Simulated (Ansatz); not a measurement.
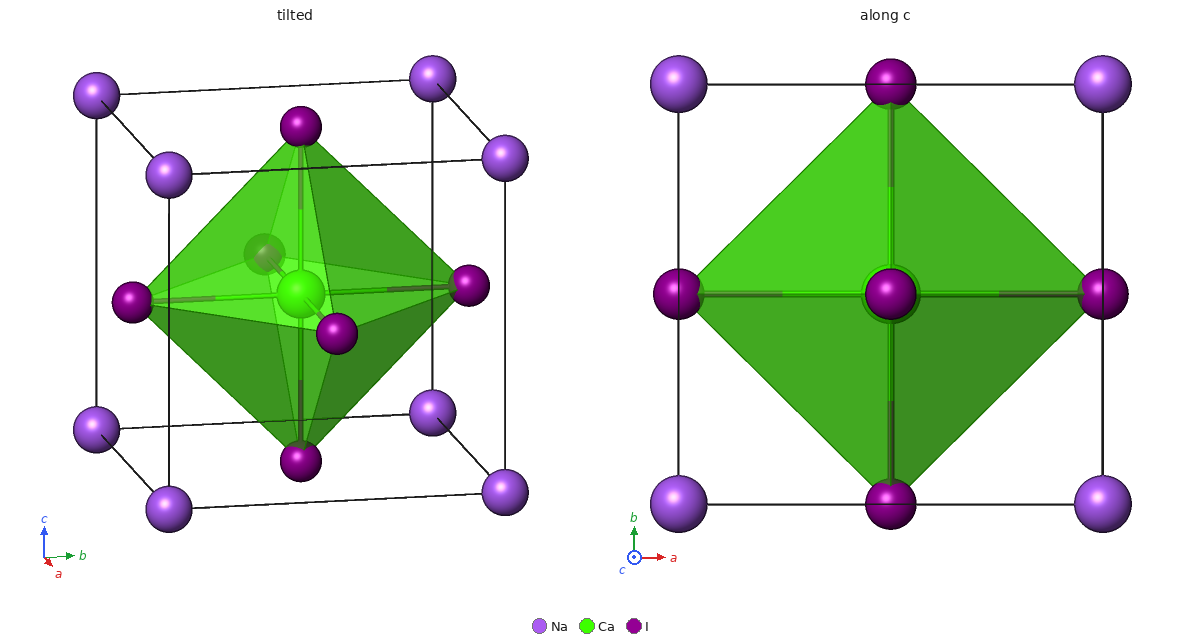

The image is a polyhedral drawing of a crystal, viewed slightly off an axis and along the c axis. One unit cell is framed, with atoms on its boundary repeated.

NaCaI₃, a = 6.187 Å, b = 6.126 Å, c = 6.126 Å, α = 90.00°, β = 90.00°, γ = 90.00°. Strictly the space group is P4/mmm (No. 123, within 0.01 Å). It is a distorted form of a primitive cubic structure, space group Pm-3m (No. 221) within 0.25 Å: cubic perovskite with the larger cation on the octahedral site (an inverted filling). It derives from a structure type filled with these elements by a generator (whether the compound takes this form wasn't checked). The cell was then strained or its atoms displaced on purpose. It was run through Ansatz as a DFT input.

This one geometry was computed with Ansatz (DFT, plane waves, PAW) at three levels of theory: PBE, r2SCAN and HSE06. It was relaxed with r2SCAN and then strained.

Question: How does the band gap change with the level of theory?

Answer: PBE: a gap of 2.39 eV, indirect; r2SCAN: a gap of 3.07 eV, indirect; HSE06: a gap of 3.33 eV, indirect.

Question: Collect the results in a table.

Answer:
| level | cutoff (eV) | k-mesh of the run's cell | gap (eV) | pressure (GPa) |
| --- | --- | --- | --- | --- |
| PBE | 420 | 4×4×4 | 2.39 | 0.0 |
| r2SCAN | 500 | 4×4×4 | 3.07 | -0.2 |
| HSE06 | 420 | 2×2×2 | 3.33 | 0.0 |

Gaps are taken on the k-mesh or band path of each run.
